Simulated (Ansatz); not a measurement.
# Decaying states in the gap of WSe2F2, part 3 of 3

Aim: relax a made-up compound, WSe2F2, and see how good a tunnel barrier it would be. It is built by putting Se for O in the WO2F2 structure of space group Cmcm, with the volume rescaled by atomic radii. The parent structure comes from the Materials Project.

Ansatz 0.2.0; r2SCAN DFT, plane waves, PAW files (the session's first sound run).

So far, gap on the k-mesh (eV): step 3 (band edges, r2SCAN) 1.60; step 5 (PBE, cutoff 420 eV) 1.41.

The structure was built from a prototype and need not be the compound's stable phase.

## (6) Complex bands at another level, cutoff 420 eV

This step: PBE DFT, plane waves, PAW files; complex bands by layer matching along the plane's normal (Ansatz 0.2.0).

The complex bands at that level, over its own gap, at (0, 0) and (-0.5, -0.5).

input.yaml reads:

```yaml
crystal:
  lattice:
    - [5.86847572, 0.0, 0.0]
    - [-1.099571676, 5.764542428, 0.0]
    - [0.0, 0.0, 8.1535464]
  atoms:
    - { symbol: W, position: [0.6547941643, 0.3452058357, 0.25] }
    - { symbol: W, position: [0.3452058357, 0.6547941643, 0.75] }
    - { symbol: Se, position: [0.7331183322, 0.7524055594, 0.75] }
    - { symbol: Se, position: [0.7524055594, 0.7331183322, 0.25] }
    - { symbol: Se, position: [0.2475944406, 0.2668816678, 0.75] }
    - { symbol: Se, position: [0.2668816678, 0.2475944406, 0.25] }
    - { symbol: F, position: [0.7558450653, 0.2441549347, 0.0540252488] }
    - { symbol: F, position: [0.7558450653, 0.2441549347, 0.4459747512] }
    - { symbol: F, position: [0.2441549347, 0.7558450653, 0.5540252488] }
    - { symbol: F, position: [0.2441549347, 0.7558450653, 0.9459747512] }
kpoints:
  mp_grid: { grid: [4, 4, 4] }
scf:
  occupations: { method: fixed }
hamiltonian:
  xc: pbe
output:
  eigenvalues: true
  transmission:
    leads: [[0, 0]]
    kpoints: [[0.0, 0.0], [-0.5, -0.5]]
    e_range: [-1.0, 2.41]
    de: 0.07
```

The run is started by

```sh
ansatz run input.yaml --threads 2 --pin off --max-ram 4096MiB --backend cpu --events-out ev --progress --plain --runs-dir out
```

Numbers of over 12 decimals in the logs are rounded to 6 here.

What it wrote:

```text
[...]
Crystal: 10 atoms, lattice volume = 275.827 Å³
Basis set: ecut = 420 eV, 5385 PW (Γ)
Bands: 72, of which v1, the nominal top of the filled ones, is band 60 counted from 1 (59 counted from 0)
Symmetry: 8 space group operations
[...]
k-points: 21 of 64
[...]
SCF iter   1: F=—  HF=-45880.683592 eV  |F-HF|=—  |Δ(HF+E_count)|=         —  Δρ=4.11e-3  dr2=4.23e-2  ethr=1.77e-3  ⟨swp⟩=4.2  Hψ=4639  notcnv=0  defer=171
[...]
SCF iter   9: F=-45880.687062 eV  HF=-45880.687062 eV  |F-HF|=5.60e-8  |Δ(HF+E_count)|=   4.64e-7  Δρ=3.81e-6  dr2=5.74e-8  ethr=8.33e-11  ⟨swp⟩=7.7  Hψ=6164  notcnv=0
SCF 1 converged in 9 iterations: F = -45880.687062 eV  dr2 = 5.74e-8
[...]
transmission: 14 of 28 steps passed
transmission: 28 of 28 steps passed
SCF converged after 9 iterations
Free energy (F): -45880.687062 eV
[...]
Internal energy: -45880.687062 eV  (E = F + TS)
E sigma→0 (E₀):  -45880.687062 eV
Fermi energy:    3.455764 eV
[...]
--- Band table (eV; the first three rows and the last of 21) ---
  k-point 0: bands = [... 56 lower, 2.4051, 2.5347, 2.6439, 2.6921, 5.2217, 5.3645, 5.4469, 5.9059, ... 8 higher]
  k-point 1: bands = [... 56 lower, 2.2678, 2.3241, 2.6506, 2.6832, 5.2443, 5.3482, 5.4895, 5.8019, ... 8 higher]
  k-point 2: bands = [... 56 lower, 1.9510, 1.9510, 2.6651, 2.6651, 5.2985, 5.2985, 5.6176, 5.6176, ... 8 higher]
  k-point 20: bands = [... 56 lower, 2.0991, 2.0991, 3.3936, 3.3936, 4.9266, 4.9266, 5.4772, 5.4772, ... 8 higher]
--- Transmission ---
  basis      : 299 plane waves across, 14 finite elements along
  points     : 2, as listed
[...]
crystal 0  : W2Se4F4, at the sites [0, 0], period 8.1535 Å: whole cells are its period
[...]
channels       : 0.000000e0 a spin
[...]
slowest decay  : 0.3609 /Å at (0.0000, 0.0000)
```

Run time: 1.8 min. Hardware: 2 threads of Arm Neoverse V2, shared host; peak memory 1.2 GiB; 3.1 min of CPU time.

This step gave:

```
free energy                                               : -45880.6871 eV
level to which the leads are filled                       : 0.7044 eV from the Fermi level
decay constant at the filling level, zone centre          : 0.3609 Å⁻¹
decay constant at the filling level, slowest listed point : 0.3609 Å⁻¹
```

K parallel (0, 0); values up to 1.5 1/Å, a degenerate pair printed once or twice; energies at which all values exceed this have no row. Table of Im kz of the slowest decaying states by energy, zero at the highest filled level on the SCF mesh:

| energy (eV) | decay 1 (Å⁻¹) | decay 2 (Å⁻¹) | decay 3 (Å⁻¹) | decay 4 (Å⁻¹) |
| --- | --- | --- | --- | --- |
| -1.0000 | 0.111 | 0.604 | 0.706 | 0.860 |
| -0.7200 | 0.171 | 0.292 | 0.345 | 0.569 |
| -0.5100 | 0.233 | 0.349 | 0.595 | 0.676 |
| -0.2300 | 0.285 | 0.413 | 0.699 | 0.705 |
| -0.0200 | 0.312 | 0.454 | 0.691 | 0.752 |
| 0.2600 | 0.337 | 0.504 | 0.676 | 0.772 |
| 0.4700 | 0.351 | 0.541 | 0.662 | 0.777 |
| 0.7500 | 0.363 | 0.600 | 0.639 | 0.769 |
| 1.0300 | 0.369 | 0.611 | 0.711 | 0.720 |
| 1.2400 | 0.370 | 0.586 | 0.658 | 0.735 |
| 1.5200 | 0.363 | 0.528 | 0.678 | 0.776 |
| 1.7300 | 0.227 | 0.346 | 0.495 | 0.498 |
| 2.0100 | 0.329 | 0.430 | 0.833 | 0.833 |
| 2.2200 | 0.357 | 0.412 | 0.774 | 0.839 |

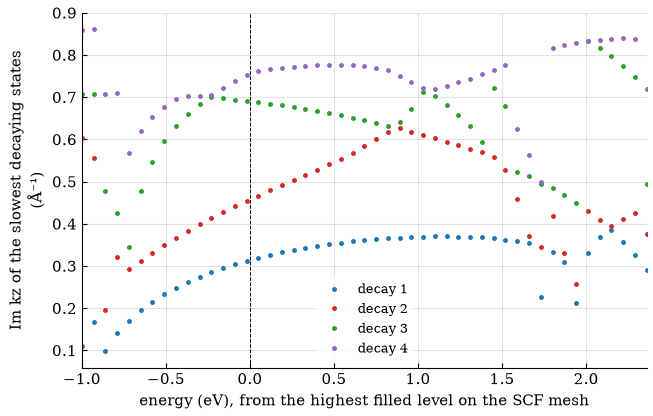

Im kz of the slowest decaying states, plotted against energy.

K parallel (-0.5, -0.5); values up to 1.5 1/Å, a degenerate pair printed once or twice; energies at which all values exceed this have no row. Im kz of the slowest decaying states against energy, zero at the highest filled level on the SCF mesh:

| energy (eV) | decay 1 (Å⁻¹) | decay 2 (Å⁻¹) | decay 3 (Å⁻¹) | decay 4 (Å⁻¹) |
| --- | --- | --- | --- | --- |
| -1.000 | 0.179 | 0.723 | 0.829 | 0.924 |
| -0.510 | 0.170 | 0.423 | 0.704 | 0.883 |
| -0.020 | 0.287 | 0.453 | 0.748 | 0.810 |
| 0.470 | 0.345 | 0.560 | 0.740 | 0.758 |
| 1.030 | 0.382 | 0.637 | 0.649 | 0.679 |
| 1.520 | 0.0134 | 0.389 | 0.389 | 0.714 |
| 2.010 | 0.409 | 0.594 | 0.800 | 0.968 |

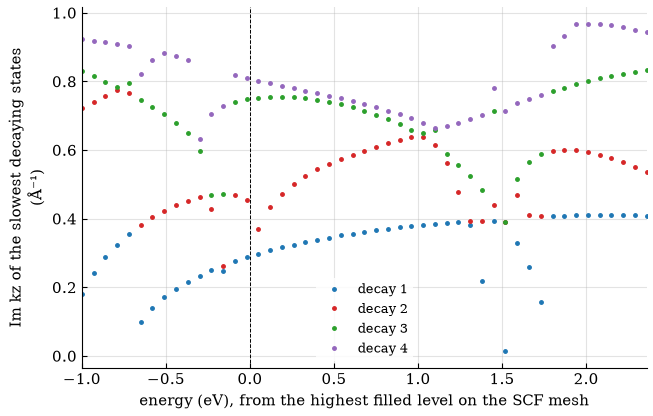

Im kz of the slowest decaying states against energy.

At the listed wavevectors the last open channel is at -0.02 eV and the next at +1.45 eV on the grid. At +0.68 eV, the grid energy nearest the filling level (the middle of the gap on the SCF mesh), the slowest state at the listed wavevectors decays with κ = 0.361 Å⁻¹, its amplitude falling by e over 2.8 Å; the first such run, plane (001), gave 0.374 Å⁻¹ over as many of its listed wavevectors.

## (7) A check of the settings: output.transmission.temperature = 200.0

This step: r2SCAN DFT, plane waves, PAW files; complex bands by layer matching along the plane's normal; changed: output.transmission.temperature = 200.0 (Ansatz 0.2.0).

This run repeats an earlier one, its twin (the complex run, plane (001)), with one setting changed (output.transmission.temperature; files written aside). It is meant to test how the leads' temperature enters. Where the input is shown as a difference, that is against the step before, not the twin.

Edit input.yaml of step 6 so:

```diff
@@ -21,3 +21,3 @@
 hamiltonian:
-  xc: pbe
+  xc: r2scan
 output:
@@ -26,4 +26,5 @@
     leads: [[0, 0]]
-    kpoints: [[0.0, 0.0], [-0.5, -0.5]]
-    e_range: [-1.0, 2.41]
+    kpoints: [[0.0, 0.0], [-0.5, -0.5], [0.5, 0.0]]
+    e_range: [-1.0, 2.6]
     de: 0.07
+    temperature: 200.0
```

What it wrote:

```text
[...]
Crystal: 10 atoms, lattice volume = 275.827 Å³
Basis set: ecut = 500 eV, 7025 PW (Γ), exchange–correlation on 180×180×240 points (64 copies of the dense FFT grid, shifted against one another)
Bands: 72, of which v1, the nominal top of the filled ones, is band 60 counted from 1 (59 counted from 0)
Symmetry: 8 space group operations
[...]
k-points: 21 of 64
[...]
SCF iter   1: F=—  HF=-45947.935965 eV  |F-HF|=—  |Δ(HF+E_count)|=         —  Δρ=7.87e-3  dr2=2.36e-1  dr2_τ=3.07e-1  ethr=1.77e-3  ⟨swp⟩=5.0  Hψ=4667  notcnv=0  defer=187
[...]
SCF iter   9: F=-45947.975566 eV  HF=-45947.975566 eV  |F-HF|=2.28e-8  |Δ(HF+E_count)|=   1.78e-7  Δρ=2.81e-6  dr2=3.12e-8  dr2_τ=1.20e-9  ethr=8.33e-11  ⟨swp⟩=10.3  Hψ=5339  notcnv=0
SCF 1 converged in 9 iterations: F = -45947.975566 eV  dr2 = 3.12e-8
[...]
transmission: 14 of 42 steps passed
transmission: 28 of 42 steps passed
transmission: 42 of 42 steps passed
SCF converged after 9 iterations
Free energy (F): -45947.975566 eV
[...]
Internal energy: -45947.975566 eV  (E = F + TS)
E sigma→0 (E₀):  -45947.975566 eV
Fermi energy:    3.119693 eV
[...]
--- Band table (eV; the first three rows and the last of 21) ---
  k-point 0: bands = [... 56 lower, 2.0410, 2.1844, 2.2968, 2.3382, 5.0877, 5.2315, 5.3053, 5.7715, ... 8 higher]
  k-point 1: bands = [... 56 lower, 1.9005, 1.9714, 2.3023, 2.3303, 5.1103, 5.2145, 5.3493, 5.6673, ... 8 higher]
  k-point 2: bands = [... 56 lower, 1.5748, 1.5748, 2.3145, 2.3145, 5.1644, 5.1644, 5.4806, 5.4806, ... 8 higher]
  k-point 20: bands = [... 56 lower, 1.7169, 1.7169, 3.0568, 3.0568, 4.7804, 4.7804, 5.3435, 5.3435, ... 8 higher]
--- Transmission ---
  basis      : 349 plane waves across, 14 finite elements along
  points     : 3, as listed
[...]
crystal 0  : W2Se4F4, at the sites [0, 0], period 8.1535 Å: whole cells are its period
[...]
channels       : 0.000000e0 a spin
[...]
slowest decay  : 0.3744 /Å at (0.0000, 0.0000)
```

The job ended after 4.1 min (2 threads; peak memory 1.9 GiB).

This step gave:

```yaml
free_energy: -45947.9756 eV
fermi_energy: 3.120 eV
gap_on_the_k_mesh: 1.598 eV
level_to_which_the_leads_are_filled: 0.7992 eV from the Fermi level
decay_constant_at_the_filling_level_zone_centre: 0.3744 Å⁻¹
decay_constant_at_the_filling_level_slowest_listed_point: 0.3744 Å⁻¹
```

K parallel (0, 0); values up to 1.5 1/Å, a degenerate pair printed once or twice; energies at which all values exceed this have no row. The Im kz of the slowest decaying states by energy, zero at the highest filled level on the SCF mesh:

```
energy (eV)  decay 1 (Å⁻¹)  decay 2 (Å⁻¹)  decay 3 (Å⁻¹)  decay 4 (Å⁻¹)
     -1.000          0.136          0.605          0.711          0.875
     -0.510          0.237          0.352          0.619          0.684
     -0.020          0.316          0.452          0.702          0.765
      0.470          0.358          0.534          0.679          0.790
      1.030          0.380          0.636          0.650          0.773
      1.520          0.382          0.585          0.631          0.766
      2.010          0.346          0.393          0.495          0.831
      2.500          0.355          0.436          0.786          0.849
```

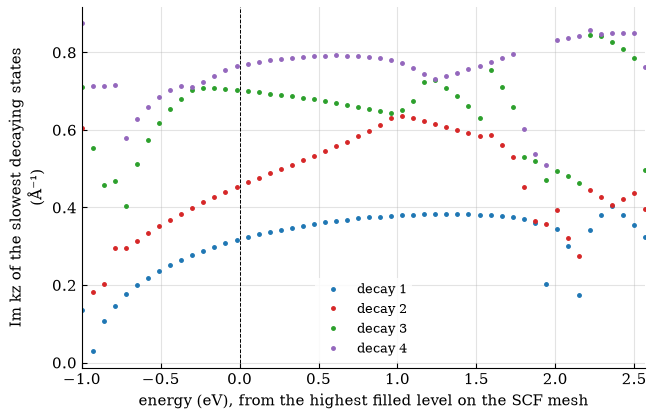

Im kz of the slowest decaying states against energy.

K parallel (-0.5, -0.5); values up to 1.5 1/Å, a degenerate pair printed once or twice; energies at which all values exceed this have no row. Im kz of the slowest decaying states against energy, zero at the highest filled level on the SCF mesh:

```
energy (eV)  decay 1 (Å⁻¹)  decay 2 (Å⁻¹)  decay 3 (Å⁻¹)  decay 4 (Å⁻¹)
    -1.0000          0.201          0.736          0.836          0.943
    -0.7200         0.0327          0.356          0.774          0.800
    -0.5100          0.175          0.420          0.713          0.886
    -0.2300          0.252          0.417          0.465          0.736
    -0.0200          0.290          0.451          0.772          0.840
     0.2600          0.327          0.500          0.779          0.808
     0.4700          0.348          0.559          0.769          0.787
     0.7500           0.37          0.608          0.741          0.757
     1.0300          0.387          0.644          0.691          0.720
     1.2400          0.396          0.633          0.670          0.682
     1.5200          0.346          0.405          0.513          0.709
     1.7300          0.219          0.376          0.402          0.742
     2.0100          0.419          0.628          0.784          0.921
     2.2200          0.420          0.622          0.810          0.979
     2.5000          0.420          0.581          0.835          0.958
```

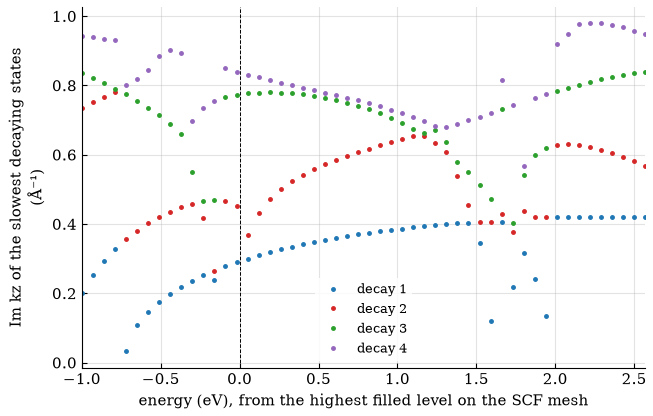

Im kz of the slowest decaying states, plotted against energy.

K parallel (0.5, 0); values up to 1.5 1/Å, a degenerate pair printed once or twice; energies at which all values exceed this have no row. Im kz of the slowest decaying states against energy, zero at the highest filled level on the SCF mesh:

```csv
energy (eV),decay 1 (Å⁻¹),decay 2 (Å⁻¹),decay 3 (Å⁻¹),decay 4 (Å⁻¹)
-1.000,0.181,0.666,0.702,0.756
-0.510,0.198,0.390,0.430,0.715
-0.020,0.306,0.494,0.629,0.737
0.470,0.361,0.602,0.688,0.737
1.030,0.397,0.719,0.765,0.859
1.520,0.424,0.506,0.648,0.808
2.010,0.289,0.388,0.601,0.798
2.500,0.451,0.514,0.691,0.867
```

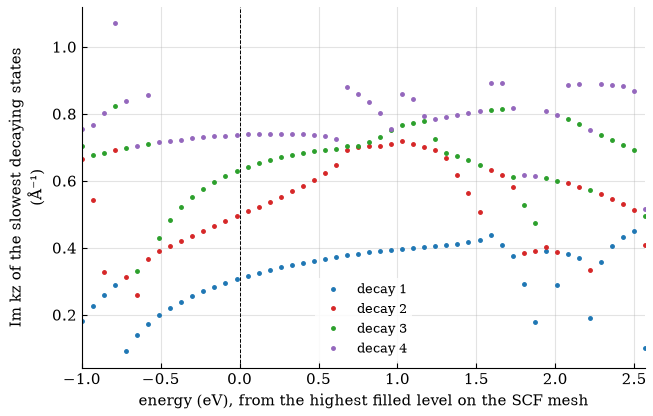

Im kz of the slowest decaying states, plotted against energy.

The temperature enters the conductance and not T(E) itself. No conductance was computed here for it to change.

## (8) Outcome

| Quantity | Value |
| --- | --- |
| band gap | 1.60 eV |
| least decay constant at mid-gap, normal to (001) | 0.374 Å⁻¹ |
| least decay constant, PBE | 0.361 Å⁻¹ |

What this shows: With r2SCAN, the slowest decay at the wavevectors tried is κ = 0.374 Å⁻¹, normal to (001). Through such a film the transmission near mid-gap falls as exp(−2κd), a factor of ten every 3.1 Å. A free electron under a barrier of half the gap would need a mass of 0.67 mₑ to decay at this rate. With PBE the gap goes from 1.60 to 1.41 eV and the decay constant, over the first 2 listed wavevectors, from 0.374 to 0.361 Å⁻¹. The compound is made up by substitution; its stability against other phases and against distortions of the cell's symmetry was not tested. r2SCAN still narrows gaps, if less than LDA and GGA do, so real decay constants are likely larger.

[Logs are printed without paths, hosts, clocks, repeated set-up lines and the standing remarks that a program may print on its own settings, such as how far it seeks lower states.]

[Hosts, paths, dates, database ids (printed as entryN), source tags and the programs' standing remarks are cut or masked in the printed files.]

[New means built here by substitution; the compound itself may be known and measured.]
